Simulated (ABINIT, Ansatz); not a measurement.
# Converging GW for CaC2 (Pnnm) in ABINIT, part 2 of 2

Wanted: a converged G0W0 gap of CaC2 (Pnnm), or an estimate of the limit.

ABINIT 10.8.3; PBEsol and many-body steps on it, plane waves. Known limits of the many-body steps: not at the basis limit; coarse k mesh.

So far. Step 3 (Screening, 4×2×4 mesh, 46 bands, screening to 76.2 eV): Local fields lower ε∞ by 14 %. On a Γ-centred mesh this coarse the value itself is usually too large, while a short band sum pulls it down. Step 4 (46 bands, 76.2 eV): The gap on the mesh goes from 2.78 eV to 4.83 eV, a correction of +2.05 eV.

**6. 111 bands, 141.5 eV**

This step: G0W0 on PBEsol, plane waves, norm-conserving pseudopotentials.

Contents of run.abi:

```
acell 3*1.0 Angstrom
rprim 
  4.407233000000 0.000000000000 0.000000000000
  0.000000000000 5.904349000000 0.000000000000
  0.000000000000 0.000000000000 3.897343000000
ntypat 2
znucl 20 6
natom 6
typat 1 1 2 2 2 2
xred 
  -0.000000000000 -0.000000000000 0.000000000000
  0.500000000000 0.500000000000 0.500000000000
  0.886657000000 0.564468000000 0.000000000000
  0.613343000000 0.064468000000 0.500000000000
  0.386657000000 0.935532000000 0.500000000000
  0.113343000000 0.435532000000 0.000000000000
pp_dirpath "pseudos"
pseudos "Ca.upf, C.upf"
ecut 37
ngkpt 4 2 4
nshiftk 1
shiftk 0 0 0
kptopt 1
chksymbreak 0
istwfk *1
occopt 1
irdwfk 1
optdriver 4
nband 111
gwcalctyp 0
ecutsigx 37
symsigma 1
nkptgw 2
kptgw 
  0.5000000000 0.0000000000 0.0000000000
  0.0000000000 0.0000000000 0.0000000000
bdgw 
  17 20
  17 20
ecuteps 5.2
irdscr 1
ppmodel 1
indata_prefix "in"
outdata_prefix "out"
tmpdata_prefix "tmp"
```

Command:

```
OMP_NUM_THREADS=1 mpirun -n 8 abinit run.abi > log
```

Numbers of over 12 decimals in the logs are rounded to 6 here.

Output:

```text
.Version 10.8.3 of ABINIT. v10.8.2 released Aug 2026.

 Symmetries : space group Pn n m (# 58); Bravais oP (primitive ortho.)
[... echo of the input left out ...]
== DATASET  1 ==================================================================
-   mpi_nproc: 8, omp_nthreads: 1 (-1 if OMP is not activated)

--- !DatasetInfo
iteration_state: {dtset: 1, }
dimensions: {natom: 6, nkpt: 18, mband: 111, nsppol: 1, nspinor: 1, nspden: 1, mpw: 7400, }
cutoff_energies: {ecut:  37.0, pawecutdg:  -1.0, }
electrons: {nelect:   3.60000000E+01, charge:   0.00000000E+00, occopt:   1.00000000E+00, tsmear:   1.00000000E-02, }

 SIGMA: Calculation of the GW corrections

 Based on a program developped by R.W. Godby, V. Olevano, G. Onida, and L. Reining.
 Incorporated in ABINIT by V. Olevano, G.-M. Rignanese, and M. Torrent.
.Using double precision arithmetic ; gwpc =  8

[... cell and pseudopotentials left out ...]
--------------------------------------------------------------------------------

 ==== K-mesh for the wavefunctions ====
 Number of points in the irreducible wedge :    18
[... list of points left out ...]
 Together with  8 symmetry operations and time-reversal symmetry
 yields    32 points in the full Brillouin Zone.

 ==== Q-mesh for screening function ====
 Number of points in the irreducible wedge :    18
[... list of points left out ...]
 Together with  8 symmetry operations and time-reversal symmetry
 yields    32 points in the full Brillouin Zone.

 vcoul_init : cutoff-mode = AUXILIARY_FUNCTION
 q-points for optical limit:   1
     1)      0.000010    0.000020    0.000030
 setmesh: FFT mesh size selected  =    54x   72x   48
          total number of points  =       186624

 Number of electrons calculated from density =   36.0000; Expected =   36.0000
[...]
number of omega for Sigma on real axis              0
 max omega for Sigma on real axis  [eV]           0.00
 zcut for avoiding poles [eV]                     0.10

 EPSILON^-1 parameters (SCR file):
 dimension of the eps^-1 matrix on file            397
 dimension of the eps^-1 matrix used               397
 number of plane-waves for wavefunctions          7325
 number of bands                                   111
 number of q-points in IBZ                          18
 number of frequencies                               2
 number of real frequencies                          1
 number of imag frequencies                          1

 matrix elements of self-energy operator (all in [eV])

 Perturbative Calculation

--- !SelfEnergy_ee
iteration_state: {dtset: 1, }
kpoint     : [   0.500,    0.000,    0.000, ]
spin       : 1
KS_gap     :    5.062
QP_gap     :    7.556
Delta_QP_KS:    2.494
data: !SigmaeeData |
     Band     E0 <VxcDFT>   SigX SigC(E0)      Z dSigC/dE  Sig(E)    E-E0       E
       17   2.203 -14.421 -18.132   2.920   0.778  -0.286 -15.036  -0.614   1.588
       18   2.203 -14.421 -18.132   2.920   0.778  -0.286 -15.036  -0.614   1.588
       19   7.265 -13.407  -7.571  -3.491   0.801  -0.248 -11.527   1.880   9.144
[...]
--- !SelfEnergy_ee
iteration_state: {dtset: 1, }
kpoint     : [   0.000,    0.000,    0.000, ]
spin       : 1
KS_gap     :    3.126
QP_gap     :    5.275
Delta_QP_KS:    2.149
data: !SigmaeeData |
     Band     E0 <VxcDFT>   SigX SigC(E0)      Z dSigC/dE  Sig(E)    E-E0       E
[...]
19   4.978 -11.209  -6.434  -3.008   0.818  -0.222  -9.763   1.446   6.424
       20   5.606 -12.814  -7.405  -3.122   0.812  -0.231 -10.956   1.857   7.463

== END DATASET(S) ==============================================================
================================================================================

 -outvars: echo values of variables after computation  --------
           etotal      0.0000000000E+00
            nband         111
             nkpt          18
          spgroup          58
 [... the other variables as echoed above ...]

 Calculation completed.
```

Elapsed: 33 s, on 8 MPI ranks of Intel Xeon Platinum 8375C at 2.90GHz (Ice Lake), shared host; peak memory 4.3 GiB.

Numbers from this step:

- G0W0 gap on the points computed: 4.836 eV
- starting gap on the mesh: 2.775 eV
- k of the valence top: 0.5, 0, 0
- k of the conduction bottom: 0, 0, 0
- Z at the valence top: 0.778
- Z at the conduction bottom: 0.818
- least direct G0W0 gap on the computed points: 5.275 eV

Against G0W0 in ABINIT (4×2×4 mesh, 46 bands, screening to 76.2 eV, Godby-Needs plasmon pole), the gap moves by +0.009 eV.

**7. Screening, 4×2×4 mesh, 248 bands, screening to 217.7 eV**

This step: RPA screening on PBEsol, plane waves, norm-conserving pseudopotentials.

run.abi: that of step 6 with these lines changed.

```diff
@@ -27,17 +27,8 @@
 irdwfk 1
-optdriver 4
-nband 111
-gwcalctyp 0
-ecutsigx 37
-symsigma 1
-nkptgw 2
-kptgw 
-  0.5000000000 0.0000000000 0.0000000000
-  0.0000000000 0.0000000000 0.0000000000
-bdgw 
-  17 20
-  17 20
-ecuteps 5.2
-irdscr 1
-ppmodel 1
+optdriver 3
+nband 248
+ecuteps 8
+inclvkb 2
+awtr 1
+symchi 1
 indata_prefix "in"
```

Output:

```text
.Version 10.8.3 of ABINIT. v10.8.2 released Aug 2026.

 Symmetries : space group Pn n m (# 58); Bravais oP (primitive ortho.)
[... echo of the input left out ...]
== DATASET  1 ==================================================================
-   mpi_nproc: 8, omp_nthreads: 1 (-1 if OMP is not activated)

--- !DatasetInfo
iteration_state: {dtset: 1, }
dimensions: {natom: 6, nkpt: 18, mband: 248, nsppol: 1, nspinor: 1, nspden: 1, mpw: 7400, }
cutoff_energies: {ecut:  37.0, pawecutdg:  -1.0, }
[...]
--------------------------------------------------------------------------------
[... chi0 elements left out ...]
 For q-point:  0.000010 0.000020 0.000030
  dielectric constant =   3.4074
  dielectric constant without local fields =   4.0149

  Average fulfillment of the sum rule on Im[epsilon] for q-point    1 :     77.78  [%]
[... wings left out ...]
  q-point number  2        q = ( 0.250000, 0.000000, 0.000000) [r.l.u.]
--------------------------------------------------------------------------------
[... chi0 elements left out ...]
  Average fulfillment of the sum rule on Im[epsilon] for q-point    2 :     82.75  [%]

 [... 16 further q-points ...]
```

Elapsed: 18 min, on 8 MPI ranks; peak memory 7 GiB; 2.4 h of CPU time.

Numbers from this step:

* ε∞ with local fields, on this mesh, along the program's q direction: 3.407
* the same without local fields: 4.015
* plasma frequency: 22.12 eV
* plane waves in the screening matrix: 737

**8. 248 bands, 217.7 eV**

This step: G0W0 on PBEsol, plane waves, norm-conserving pseudopotentials.

run.abi: that of step 7 with these lines changed.

```diff
@@ -27,8 +27,17 @@
 irdwfk 1
-optdriver 3
+optdriver 4
 nband 248
+gwcalctyp 0
+ecutsigx 37
+symsigma 1
+nkptgw 2
+kptgw 
+  0.5000000000 0.0000000000 0.0000000000
+  0.0000000000 0.0000000000 0.0000000000
+bdgw 
+  17 20
+  17 20
 ecuteps 8
-inclvkb 2
-awtr 1
-symchi 1
+irdscr 1
+ppmodel 1
 indata_prefix "in"
```

Output:

```text
.Version 10.8.3 of ABINIT. v10.8.2 released Aug 2026.

 Symmetries : space group Pn n m (# 58); Bravais oP (primitive ortho.)
[... echo of the input left out ...]
== DATASET  1 ==================================================================
-   mpi_nproc: 8, omp_nthreads: 1 (-1 if OMP is not activated)

--- !DatasetInfo
iteration_state: {dtset: 1, }
dimensions: {natom: 6, nkpt: 18, mband: 248, nsppol: 1, nspinor: 1, nspden: 1, mpw: 7400, }
cutoff_energies: {ecut:  37.0, pawecutdg:  -1.0, }
[...]
Band     E0 <VxcDFT>   SigX SigC(E0)      Z dSigC/dE  Sig(E)    E-E0       E
[...]
19   4.978 -11.209  -6.434  -3.333   0.816  -0.225 -10.032   1.177   6.154
       20   5.606 -12.814  -7.405  -3.520   0.810  -0.235 -11.285   1.529   7.135

== END DATASET(S) ==============================================================
================================================================================

 -outvars: echo values of variables after computation  --------
           etotal      0.0000000000E+00
            nband         248
             nkpt          18
          spgroup          58
 [... the other variables as echoed above ...]

 Calculation completed.
```

Elapsed: 3 min, on 8 MPI ranks; peak memory 9.6 GiB.

This step gave:

```yaml
g0w0_gap_on_the_points_computed: 4.883 eV
starting_gap_on_the_mesh: 2.775 eV
k_of_the_valence_top: 0.5, 0, 0
k_of_the_conduction_bottom: 0, 0, 0
least_direct_g0w0_gap_on_the_computed_points: 5.313 eV
```

Against G0W0 in ABINIT (4×2×4 mesh, 111 bands, screening to 141.5 eV, Godby-Needs plasmon pole), the gap moves by +0.047 eV.

**9. Side by side**

Times are wall times on 8 MPI ranks of Intel Xeon Platinum 8375C at 2.90GHz (Ice Lake), shared host, good to a factor of about two. A run's time includes the screening step that it read.

```tsv
run	mesh	bands	screening cutoff (eV)	DFT gap (eV)	gap on the mesh (eV)	direct (eV)	ε∞ used	time
46 bands, 76.2 eV	4×2×4	46	76.2	2.775	4.827	5.294	3.39	84 s
111 bands, 141.5 eV	4×2×4	111	141.5	2.775	4.836	5.275	3.40	5.5 min
248 bands, 217.7 eV	4×2×4	248	217.7	2.775	4.883	5.313	3.41	21 min
```

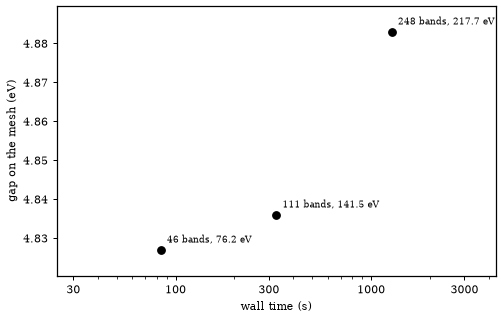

Result against wall time.

**10. Outcome**

| Quantity | Value |
| --- | --- |
| 46 bands, 76.2 eV | 4.827 eV |
| 111 bands, 141.5 eV | 4.836 eV |
| 248 bands, 217.7 eV | 4.883 eV |
| known limits | not at the basis limit; coarse k mesh |

What this shows: From the first rung to the last the gap moves by +0.06 eV for 15 times the time. The steps are not yet shrinking, so no limit is drawn. In the G0W0 runs levels were corrected at 2 k points alone, so a gap called «on the mesh» is the least over those, and an edge elsewhere would be missed. The 4×2×4 mesh is coarse for this cell, which bears on the long-range parts of exchange and screening.

[Paths, hosts, dates, memory and timing lines, banners, echoed tables and standing remarks are left out of the program output.]

[Logs are printed without paths, hosts, clocks, repeated set-up lines and the standing remarks that a program may print on its own settings, such as how far it seeks lower states.]

[Runs of the session that timed out or met a known fault of the program may be left out.]

[Hosts, paths, dates, database ids (printed as entryN), source tags and the programs' standing remarks are cut or masked in the printed files.]

[G0W0 gaps are taken among the corrected bands and points alone; a level outside them can change the order at an edge.]

[Where Ansatz stands beside ABINIT at settings called matched, ABINIT's density can come from a denser mesh and the files from another edition; pairs whose starting gaps differed by over 0.03 eV were left out, so agreement reads better than it is.]
